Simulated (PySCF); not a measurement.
Ionisation energy of Se²⁺ ([Ar] 3d¹⁰ 4s² 4p² → [Ar] 3d¹⁰ 4s² 4p). PySCF, cc-pVTZ-PP with a 10-electron core potential, unrestricted single determinants, no spin-orbit coupling. Methods marked “valence” freeze 18 core electrons.

By method:

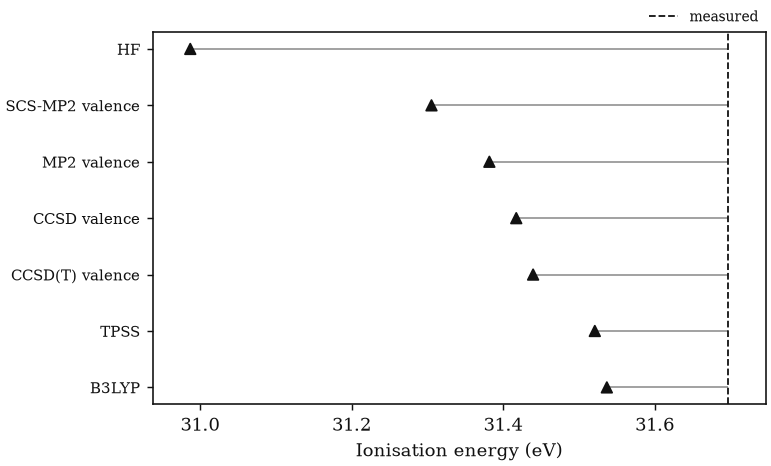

| Method | Ionisation energy (eV) |
| --- | --- |
| HF | 30.987 |
| B3LYP | 31.537 |
| TPSS | 31.521 |
| MP2 valence | 31.382 |
| SCS-MP2 valence | 31.306 |
| CCSD valence | 31.417 |
| CCSD(T) valence | 31.440 |

The values run from 30.987 eV (HF) to 31.537 eV (B3LYP). The measured value is 31.697 ± 0.02 eV; nearest to it come B3LYP (−0.160) and TPSS (−0.176), furthest HF (−0.710 eV).

Limits of the model: spin-orbit shift not estimated.
